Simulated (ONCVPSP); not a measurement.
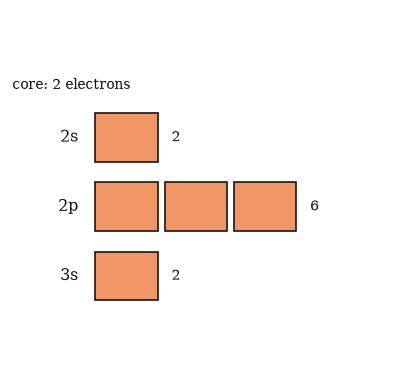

The valence shells of the reference configuration: a box for each of the 2l + 1 orbitals, shaded by the share of the shell that is filled, with the electron count at the right. The shells are those of the unaltered input.

**Mg: pseudopotential generation**

System: magnesium (Mg, Z = 12), core [He], reference valence 2s2 2p6 3s2, valence charge 10. (This line and the method describe the unaltered input from which the odd one was made.)
Method: ONCV potential, PBE, scalar-relativistic, made with ONCVPSP 4.0.1.

## Input
```
# ATOM AND REFERENCE CONFIGURATION
# atsym  z   nc   nv     iexc    psfile
  Mg 12.00    1    3        4      upf
#
#   n    l    f
    1    0    2.00
    2    0    2.00
    2    1    6.00
    3    0    2.00
#
# PSEUDOPOTENTIAL AND OPTIMIZATION
# lmax
    2
#
#   l,   rc,      ep,       ncon, nbas, qcut
    0    1.10    0.00    4    9    8.80
    1    1.00    0.00    3    6   17.50
    2    1.00    0.04    3    6    8.60
#
# LOCAL POTENTIAL
# lloc, lpopt,  rc(5),   dvloc0
    4    5    0.85    6.00
#
# VANDERBILT-KLEINMAN-BYLANDER PROJECTORs
# l, nproj, debl
    0    2    2.00
    1    1    1.60
    2    1    1.40
#
# MODEL CORE CHARGE
# icmod, fcfact, rcfact
    0    0.00    0.00
#
# LOG DERIVATIVE ANALYSIS
# epsh1, epsh2, depsh
   -4.00    5.00    0.00
#
# OUTPUT GRID
# rlmax, drl
    6.00    0.01
#
# TEST CONFIGURATIONS
# ncnf
    4
# nvcnf
#   n    l    f
    3
    2    0    2.00
    2    1    6.00
    3    0    1.00
#
    3
    2    0    2.00
    2    1    6.00
    3    0    0.00
#
    3
    2    0    2.00
    2    1    6.00
    3    0    1.50
#
    4
    2    0    2.00
    2    1    6.00
    3    0    1.00
    3    1    1.00
#
```

Hardware: 1 CPU thread, shared host.

Run as:
```bash
oncvpsp.x < Mg.dat > Mg.out
```

## The program's output (extracts)
```
ONCVPSP  (Optimized Norm-Conservinng Vanderbilt PSeudopotential)
scalar-relativistic version 4.0.1

#   n    l    f        energy (Ha)
    1    0    2.00    -4.6291303E+01
    2    0    2.00    -2.9342667E+00
    2    1    6.00    -1.7130252E+00
    3    0    2.00    -1.7292380E-01

Reference configufation results
  iterations    25
  all-electron total energy (Ha)   -2.00279817D+02

Begin loop to  construct optimized pseudo wave functions
and semi-local pseudopoentials for all angular momenta

Calculating optimized projector #   1

 for l=   0

    Fraction of norm inside rc  0.896571
    Optimizing pswf for qcut=   8.79 a_B^-1,  ecut=  38.66 Ha
    Residual kinetic energy error=  7.50D-06 Ha

    Energy error per electron        Cutoff
         Ha          eV             Ha
         0.01000     0.27211       15.71
         0.00100     0.02721       20.54
         0.00010     0.00272       24.64
         0.00001     0.00027       34.26

Calculating optimized projector #   2

 for l=   0

    Fraction of norm inside rc  0.023981
    Optimizing pswf for qcut=   8.79 a_B^-1,  ecut=  38.66 Ha
    Residual kinetic energy error=  6.45D-06 Ha

    Energy error per electron        Cutoff
         Ha          eV             Ha
         0.01000     0.27211        9.41
         0.00100     0.02721       14.60
         0.00010     0.00272       19.19
         0.00001     0.00027       35.02

Calculating optimized projector #   1

 for l=   1

    Fraction of norm inside rc  0.829610
    Optimizing pswf for qcut=  17.49 a_B^-1,  ecut= 152.93 Ha
    Residual kinetic energy error=  3.24D-08 Ha

    Energy error per electron        Cutoff
         Ha          eV             Ha
         0.01000     0.27211       67.11
         0.00100     0.02721       82.79
         0.00010     0.00272       95.35
         0.00001     0.00027      105.30

   Wellstate for l =  2  n =  3
     eigenvalue =   0.0400
     asymptotic potential =   0.5400
     half-point radius = 33.1741

Calculating optimized projector #   1

 for l=   2

    Fraction of norm inside rc  0.000095
    Optimizing pswf for qcut=   8.62 a_B^-1,  ecut=  37.15 Ha
    Residual kinetic energy error=  1.66D-07 Ha

    Energy error per electron        Cutoff
         Ha          eV             Ha
         0.01000     0.27211        0.30
         0.00100     0.02721        1.18
         0.00010     0.00272        5.64
         0.00001     0.00027       16.19

Construct Vanderbilt / Kleinmman-Bylander projectors

B matrix Hermiticity error, ll=   0
   1   2    1.5416E-04

  Orthonormal projector coefficients -2.2690E+00  1.6082E+00

Pseudoatom total energy  -62.876168

Diagnostic tests using Vanderbilt-Kleinman-Bylander pseudopotentials
  1 or more projectors used as specified by nproj input data

   l    rcore       rmatch      e in        delta e   norm test  slope test

   0   1.1004035   1.1338141  -2.9342667   0.0000011   1.0001326   1.0001316
   0   1.1004035   1.1338141  -0.1729238   0.0000035   1.0000434   1.0000375

   1   1.0059635   1.0365068  -1.7130252  -0.0000152   0.9999920   1.0000140

   2   1.0059635   1.0365068   0.0400000  -0.0001533   1.0000064   1.0000064

 Testing for bound ghosts
   n   l    E NL Schr. Eq   E Basis Diag.   E Cutoff

   1   0       -2.934266       -2.934201    288.58
   2   0       -0.172920        0.193591    288.58

   2   1       -1.713040       -1.711763     97.98

 Testing for highly-localized positive-energy ghosts
       l    <radius>/rc     E Basis Diag.   E Cutoff

Test configuration 0

   n   l     f        eae           eps        diff
   1   0  2.0000  -46.29130288
   2   0  2.0000   -2.93426666   -2.93426551    1.15D-06
   2   1  6.0000   -1.71302518   -1.71304034   -1.52D-05
   3   0  2.0000   -0.17292380   -0.17292031    3.49D-06

    Total energies and differences
      AE_ref= -2.00279817D+02  AE_tst= -2.00279817D+02  dif=  0.00D+00
      PS_ref= -6.28761682D+01  PS_tst= -6.28761682D+01  dif=  1.42D-14
      PSP excitation error= -1.42D-14

Test configuration 1

   n   l     f        eae           eps        diff
   1   0  2.0000  -46.63013699
   2   0  2.0000   -3.26756754   -3.26793852   -3.71D-04
   2   1  6.0000   -2.04605563   -2.04633207   -2.76D-04
   3   0  1.0000   -0.41813532   -0.41814280   -7.48D-06

    Total energies and differences
      AE_ref= -2.00279817D+02  AE_tst= -1.99987287D+02  dif=  2.93D-01
      PS_ref= -6.28761682D+01  PS_tst= -6.25836317D+01  dif=  2.93D-01
      PSP excitation error= -6.73D-06

Test configuration 2

   n   l     f        eae           eps        diff
   1   0  2.0000  -47.04686345
   2   0  2.0000   -3.67376858   -3.67488716   -1.12D-03
   2   1  6.0000   -2.45137639   -2.45229452   -9.18D-04

    Total energies and differences
      AE_ref= -2.00279817D+02  AE_tst= -1.99435128D+02  dif=  8.45D-01
      PS_ref= -6.28761682D+01  PS_tst= -6.20314359D+01  dif=  8.45D-01
      PSP excitation error= -4.36D-05

Test configuration 3

   n   l     f        eae           eps        diff
   1   0  2.0000  -46.45005748
   2   0  2.0000   -3.09087706   -3.09101883   -1.42D-04
   2   1  6.0000   -1.86953323   -1.86964600   -1.13D-04
   3   0  1.5000   -0.29104377   -0.29104270    1.08D-06

    Total energies and differences
      AE_ref= -2.00279817D+02  AE_tst= -2.00164272D+02  dif=  1.16D-01
      PS_ref= -6.28761682D+01  PS_tst= -6.27606223D+01  dif=  1.16D-01
      PSP excitation error= -1.53D-06

Test configuration 4

   n   l     f        eae           eps        diff
   1   0  2.0000  -46.36912626
   2   0  2.0000   -3.01051320   -3.01273299   -2.22D-03
   2   1  6.0000   -1.78881336   -1.79123737   -2.42D-03
   3   0  1.0000   -0.20841368   -0.20915298   -7.39D-04
   3   1  1.0000   -0.07609841   -0.07573103    3.67D-04

    Total energies and differences
      AE_ref= -2.00279817D+02  AE_tst= -2.00151513D+02  dif=  1.28D-01
      PS_ref= -6.28761682D+01  PS_tst= -6.27469473D+01  dif=  1.29D-01
      PSP excitation error= -9.17D-04
```

## What the run reported

```tsv
quantity	value
outcome	generated
ghost flags of the generator	0 GHOST(-), 0 GHOST(+)
largest excitation error printed	25 meV
wall time	3.6 s
```

## What is odd here

This input holds a deliberate oddity: depsh set to zero. The program ran to the end. The all-electron atom is untouched: its total energy equals that from the unaltered input (−200.2798 Ha). The pseudo-atom's energy and ghost flags in the reference configuration are also those from the unaltered input, so the oddity leaves no trace there. This setting only spaces or bounds the energies of the logarithmic derivatives; it doesn't enter the potential.
